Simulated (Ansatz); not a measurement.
Reaction (SMILES): [SiH4] (SiH4) → [SiH3-] + H+
B3LYP-D3(BJ)/def2-TZVP geometries, fixed; electronic energies without zero-point terms.

Basis-set convergence of the deprotonation energy at HF with Ansatz (a program for electronic structure). Cartesian d functions, on some or all atoms, in 6-31G*; all else is spherical. No added dispersion term, no relativity. Functions are those of the species that has most. Reference: the value in aug-pcseg-3, 386.76 kcal/mol, itself unsure by roughly 0.16 kcal/mol (its mean distance from aug-cc-pV(Q+d)Z, def2-QZVPPD). Deviations are taken from unrounded values.

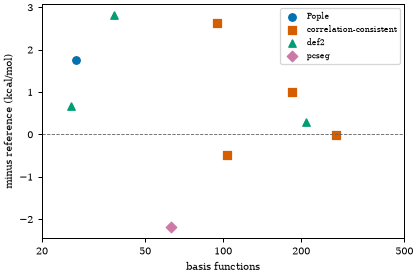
Figure: Deviation from the reference against the number of basis functions, by family of sets.

```tsv
basis	functions	deprotonation energy (kcal/mol)	minus reference (kcal/mol)
def2-SV(P)	26	387.42	0.66
6-31G*	27	388.51	1.75
def2-SVP	38	389.58	2.82
aug-pcseg-1	63	384.56	-2.20
cc-pV(T+d)Z	95	389.39	2.63
jun-cc-pV(T+d)Z	104	386.28	-0.48
cc-pV(Q+d)Z	184	387.77	1.01
def2-QZVPPD	208	387.06	0.30
aug-cc-pV(Q+d)Z	273	386.74	-0.01
```
